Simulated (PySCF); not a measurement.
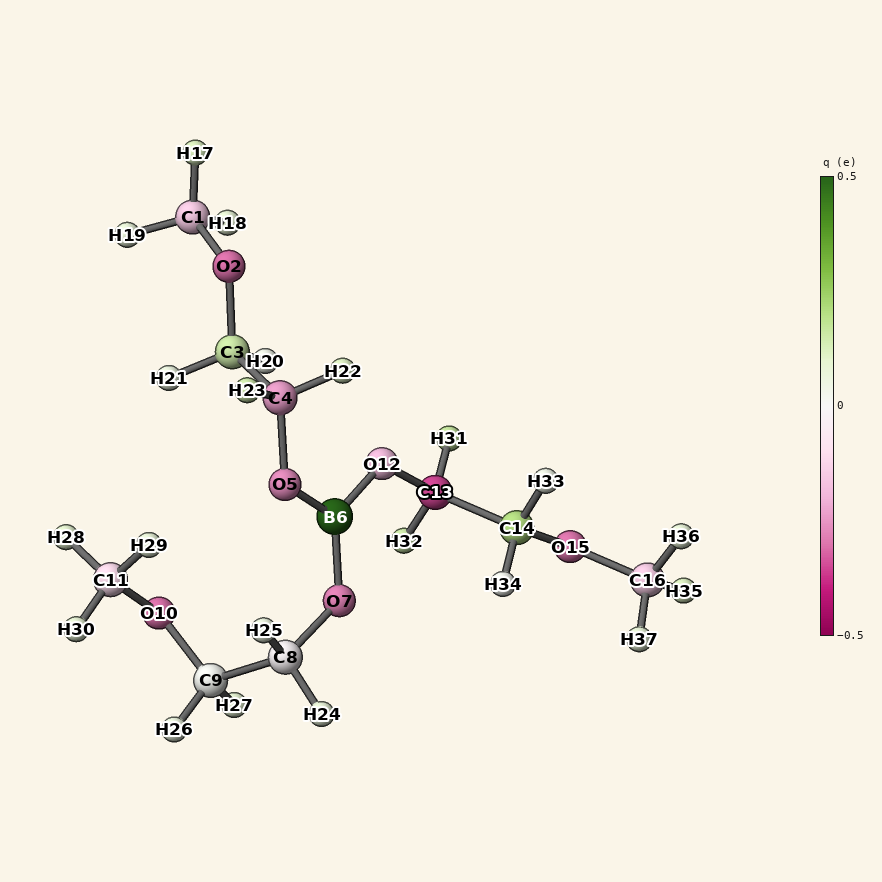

Atoms are coloured by their ESP-fitted charges. The geometry was computed by an optimisation with GFN2-xTB. No frequency run is at hand to confirm it as a minimum. Level of theory: B3LYP/6-31G*, gas phase (PySCF 2.14.0).

List the ESP-fitted charges.

| atom | value (e) |
| --- | --- |
| C1 | −0.15 |
| O2 | −0.30 |
| C3 | 0.15 |
| C4 | −0.24 |
| O5 | −0.26 |
| B6 | 0.50 |
| O7 | −0.28 |
| C8 | −0.02 |
| C9 | 0.02 |
| O10 | −0.30 |
| C11 | −0.11 |
| O12 | −0.18 |
| C13 | −0.35 |
| C14 | 0.20 |
| O15 | −0.30 |
| C16 | −0.14 |
| H17 | 0.12 |
| H18 | 0.08 |
| H19 | 0.07 |
| H20 | 0.04 |
| H21 | 0.06 |
| H22 | 0.11 |
| H23 | 0.14 |
| H24 | 0.07 |
| H25 | 0.06 |
| H26 | 0.06 |
| H27 | 0.09 |
| H28 | 0.09 |
| H29 | 0.07 |
| H30 | 0.08 |
| H31 | 0.16 |
| H32 | 0.15 |
| H33 | 0.04 |
| H34 | 0.02 |
| H35 | 0.11 |
| H36 | 0.07 |
| H37 | 0.08 |

The geometry is semi-empirical. Around B such bond lengths and angles can be off by a tenth of an ångström or more and by several degrees, and values that hang on the shape move with them.
